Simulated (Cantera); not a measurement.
Charge: 1 mol SiH₄, a varied amount of H₂O, held at 1075 K and 13300 Pa.

Method: chemical equilibrium by Gibbs-energy minimisation in Cantera with the NASA 1993 tables (ideal gas, pure condensed phases). Candidate condensed phases: H₂O, Si, SiO₂; 18 gas species. Mutual solubility and eutectic melting of coexisting phases are not modelled. Rates play no part.

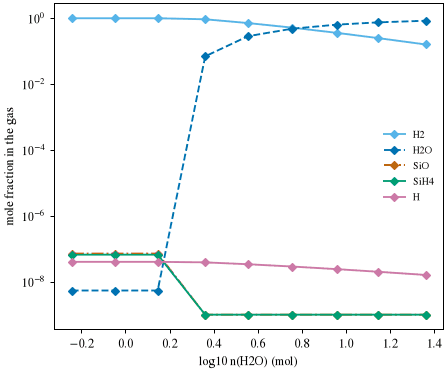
Figure: Equilibrium gas composition (values under 1e-9 drawn at 1e-9)

From 0.57 mol H₂O to 1.4 mol H₂O the condensed part is Si(s) + SiO₂(β-quartz). From 2.3 mol H₂O to 23 mol H₂O the condensed part is SiO₂(β-quartz).
